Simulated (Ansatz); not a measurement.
# How far to go with the k-point mesh: NiTe2 (P3m1, 3 atoms in the cell)

```
NiTe2
1.0
    3.88675     0.00000     0.00000
   -1.94337     3.36602     0.00000
    0.00000     0.00000     5.38866
Ni Te
1 2
Direct
  0.00000   0.00000   0.00928
  0.33333   0.66667   0.24192
  0.66667   0.33333   0.75808
```

Method of the run: PBEsol, default PAW files made with PBE (plane waves; Ansatz, a program for electronic structure).

Base settings: basis.ecutwfc = 420 eV; kpoints.mp_grid.grid = 10 10 6; hamiltonian.xc = pbesol; hamiltonian.pseudopotentials = {kind: paw} (the program's default PAW files); scf.occupations.method = gaussian; scf.occupations.width = 0.1 eV.

Only quantities that move along the ladder and can be compared are tabulated.

The count of work is k-points × plane waves × bands × iterations; it is no time. Core times come from one kind of shared machine, to one figure; runs under 30 s give none.

The starting cell comes from a database of computed structures (which also holds hypothetical and non-ambient phases and stackings), without a prior relaxation at this level. Its lattice was rescaled by up to half a per cent. One atom was moved a little off its site on purpose. Spin polarisation is off, so a magnetic state, if there is one, cannot be reached. In the base run, with a pressure of about -4 GPa the cell is away from its equilibrium volume at this level. Ansatz's pressure includes its estimate of the finite-basis (Pulay) stress.

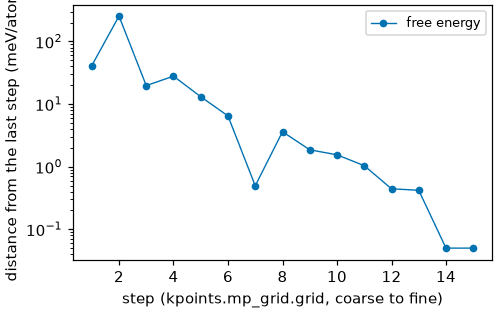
Figure. Distance from the last step along the ladder; very small values are drawn at a floor.

```tsv
kpoints.mp_grid.grid	free energy less the last step's (meV/atom)	pressure (GPa)	largest difference of a force vector from the last step's (eV/Å)	count of work / last	core time / last (rough)
2 2 1	-41.04	-6.27	1.044	0.0031	–
2 2 2	254.38	-1.79	0.212	0.0050	–
3 3 2	19.76	-3.28	0.158	0.0075	–
4 4 2	27.91	-3.11	0.032	0.010	–
4 4 3	-13.11	-3.92	0.081	0.010	–
5 5 3	6.46	-3.94	0.081	0.010	–
6 6 4	-0.50	-4.16	0.044	0.027	–
7 7 5	-3.62	-3.95	0.009	0.031	–
8 8 5	1.86	-3.83	0.019	0.039	–
9 9 6	1.55	-3.95	0.002	0.069	–
10 10 6	1.04	-3.96	0.016	0.070	–
10 10 7	0.44	-3.97	0.022	0.078	–
13 13 8	-0.42	-3.93	0.001	0.14	–
19 19 12	0.00	-3.95	0.002	0.42	0.4
23 23 15	-0.03	-3.95	0.000	0.74	0.8
26 26 16	0.00	-3.94	0.000	1.0	1
```

Coarsest kpoints.mp_grid.grid that holds the forces within 0.005 eV/Å of the last step, with all finer ones: 13 13 8, at 0.14 of the last step's count of work; the step before is off by 0.022 eV/Å.

Coarsest kpoints.mp_grid.grid that holds the pressure within 0.1 GPa of the last step, with all finer ones: 9 9 6, at 0.069 of the last step's count of work; the step before is off by 0.11 GPa.

Coarsest kpoints.mp_grid.grid that holds the free energy within 2 meV/atom of the last step, with all finer ones: 8 8 5, at 0.039 of the last step's count of work; the step before is off by 3.6 meV/atom.

Keys are those of Ansatz 0.2.
